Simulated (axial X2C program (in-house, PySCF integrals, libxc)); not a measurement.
# A two-component session on InN⁺: properties at the nuclei

Wanted for InN⁺: properties at the nuclei, at the two-component level.

Method: two-component X2C with atomic mean-field terms, In dyall-cv3z, N dyall-av3z; program: an in-house X2C program for linear molecules on PySCF integrals.

All values are calculated.

### 1 Set-up

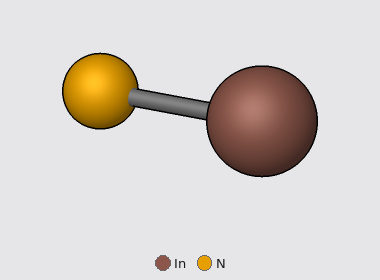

The two atoms at 1.960 Å (indium brown, nitrogen amber).

The input, task.json:

```json
{"zs": [49, 7], "q": 1, "bas": ["dyall-cv3z", "dyall-av3z"], "r0": 1.96, "levels": ["PBE0", "HF", "PBE", "LDA", "TPSSh"], "nst": 3}
```

Keys: zs atomic numbers; q charge; bas basis sets; r0 starting distance in Å; levels methods (HF also brings MP2); nst determinants followed.

Run with:

```sh
python soeom.py task.json out
```

Further steps of the session: Expectation values, lowest determinant; Expectation values, a higher determinant; Expectation values, a higher determinant.

**Question.** What will these runs give? Wanted: lowest determinant; Eeff magnitude; Ws magnitude In; A∥/gI In; qzz In; higher determinant (for each run or level that gives them).

The runs gave:

| quantity | value |
| --- | --- |
| lowest determinant | Ω = 3/2 (excess of +ω over −ω: ω = 3/2) |
| Eeff magnitude (GV/cm), PBE0 | 3.26 |
| Ws magnitude In (kHz), PBE0 | 1.26 |
| A∥/gI In (MHz), PBE0 | 131 |
| qzz In (a.u.), PBE0 | -0.38 |
| higher determinant | Ω = 1/2 (excess of +ω over −ω: 2 × ω = -1/2, ω = 3/2) |
| Eeff magnitude (GV/cm), PBE0, higher determinant | 4.73 |
| Ws magnitude In (kHz), PBE0, higher determinant | 5.46 |
| A∥/gI In (MHz), PBE0, higher determinant | -698 |
| qzz In (a.u.), PBE0, higher determinant | -0.53 |
| higher determinant | Ω = 1/2 (excess of +ω over −ω: ω = 1/2) |
| Eeff magnitude (GV/cm), PBE0, higher determinant | 3.98 |
| Ws magnitude In (kHz), PBE0, higher determinant | 4.59 |
| A∥/gI In (MHz), PBE0, higher determinant | 575 |
| qzz In (a.u.), PBE0, higher determinant | -0.38 |

In words: In the first state, the effective field runs from 2.8 to 4.45 GV/cm over the mean-field levels. The expectation values come from single determinants, which for open shells can mix terms of unlike spin or miss the lowest Ω, so a determinant need not be a state. Eeff is the effective electric field on the electron dipole moment in this Ω state and Ws the scalar–pseudoscalar constant (defined with the proton number Z and per Ω); A∥ is the parallel hyperfine constant, which follows by multiplying with the nuclear g factor gI = μI/(I μN); qzz is the electric field gradient, eQq0 = 234.96 MHz × Q/barn × qzz. The operators were transformed with the bare-nucleus X2C matrices.
